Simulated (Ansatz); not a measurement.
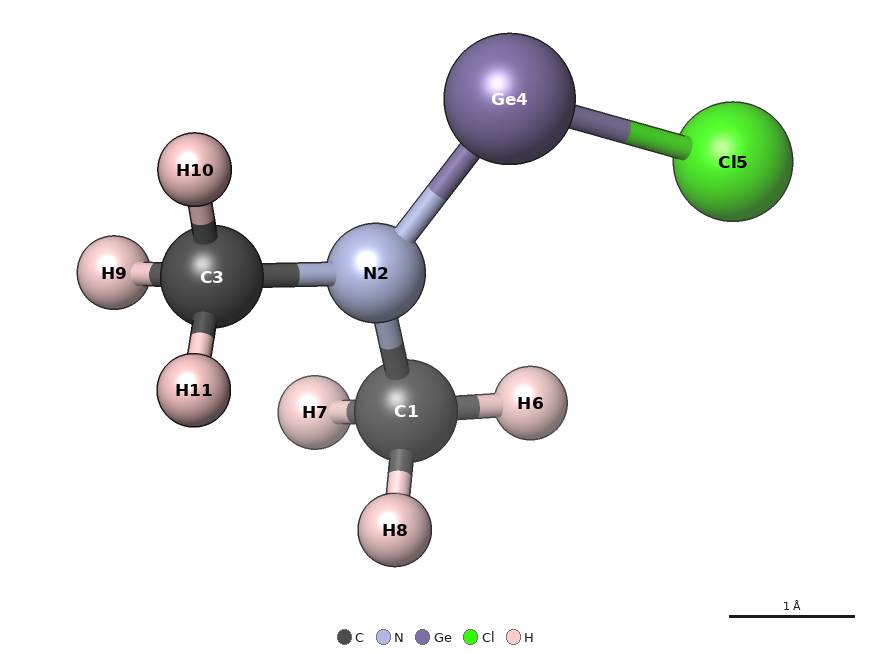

Orthographic view. Depth is shown by fading: the farther an atom, the more it takes the colour of the background. The computed structure is the end point of a PBE0-D4/def2-TZVP optimisation.

Give the geometry as a Z-matrix, atoms in numerical order, with these reference atoms: 2 to 1; 3 to 2, 1; 4 to 2, 1, 3; 5 to 4, 2, 1; 6 to 1, 2, 3; 7 to 1, 6, 2; 8 to 1, 6, 7; 9 to 3, 2, 1; 10 to 3, 9, 2; 11 to 3, 10, 9.

```
C  
N    1   1.441
C    2   1.445   1   113.2
Ge   2   1.823   1   130.3   3   180.0
Cl   4   2.214   2    99.6   1     0.0
H    1   1.088   2   110.6   3   180.0
H    1   1.097   6   108.7   2   121.6
H    1   1.097   6   108.7   7   116.7
H    3   1.097   2   111.2   1   -60.1
H    3   1.094   9   108.0   2   121.5
H    3   1.097  10   108.0   9  -116.2
```
